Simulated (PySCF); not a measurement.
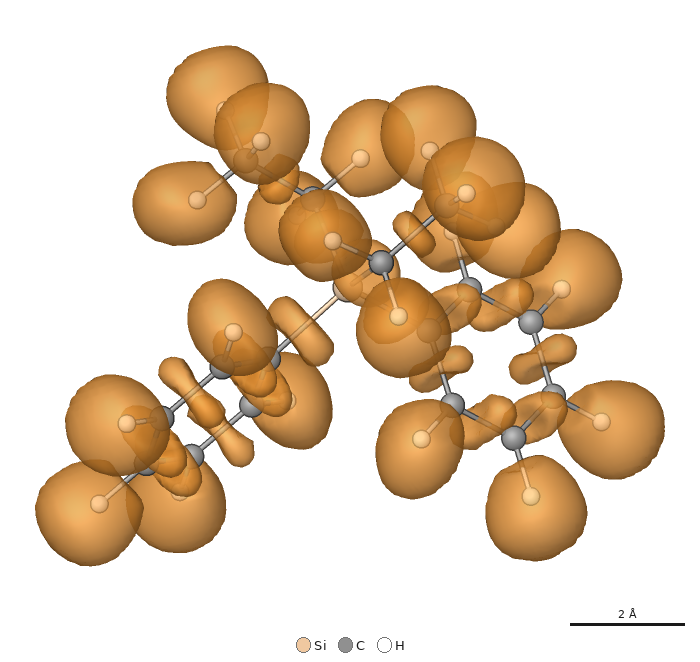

*C16H20Si (SiEt2Ph2). Isosurface of the electron localisation function at 0.8 (orange), seen at a tilt. Only the valence region is drawn (cores and ρ < 0.01 e/Å³ removed).*

Geometry: PBE0-D3(BJ)/def2-SVP.

Level of theory: PySCF, PBE0/pcSseg-1, SCF density, gas phase, non-relativistic.

```xyz
37

Si    0.4756    0.0066    0.3323
C     0.4860   -0.0190    2.2215
C     1.2013   -1.2335    2.8065
H    -0.5643    0.0112    2.5603
H     0.9478    0.9135    2.5911
H     1.1702   -1.2407    3.9075
H     0.7457   -2.1735    2.4568
H     2.2629   -1.2593    2.5119
C     2.2441    0.0412   -0.3318
C     3.0365    1.2683    0.1108
H     2.1872   -0.0048   -1.4334
H     2.7611   -0.8826   -0.0174
H     4.0521    1.2796   -0.3154
H     2.5382    2.2007   -0.1989
H     3.1443    1.3073    1.2068
C    -0.4515    1.5289   -0.2837
C    -0.5889    2.6866    0.4974
C    -1.2364    3.8193    0.0041
C    -1.7609    3.8150   -1.2871
C    -1.6365    2.6745   -2.0805
C    -0.9897    1.5460   -1.5808
H    -0.1868    2.7095    1.5144
H    -1.3333    4.7091    0.6314
H    -2.2700    4.7007   -1.6754
H    -2.0491    2.6640   -3.0925
H    -0.9101    0.6539   -2.2100
C    -0.4160   -1.5295   -0.3016
C     0.2767   -2.6286   -0.8309
C    -0.4006   -3.7722   -1.2549
C    -1.7891   -3.8370   -1.1556
C    -2.4970   -2.7544   -0.6331
C    -1.8155   -1.6144   -0.2128
H     1.3664   -2.5962   -0.9193
H     0.1589   -4.6163   -1.6662
H    -2.3218   -4.7315   -1.4880
H    -3.5864   -2.7986   -0.5567
H    -2.3854   -0.7676    0.1839
```

**Where are the electrons localised?**

The surface consists of 14 regions between bonded C–C atoms (shared pairs), four regions between bonded C–Si atoms (shared pairs) and 20 regions around hydrogen nuclei. Profiles from the grid: C–C (1.39 Å): the ELF peaks at about 0.95 between the atoms, as expected for a covalent bond. C–Si (1.89 Å): the ELF peaks at about 0.95 between the atoms; localised, covalent bonding.
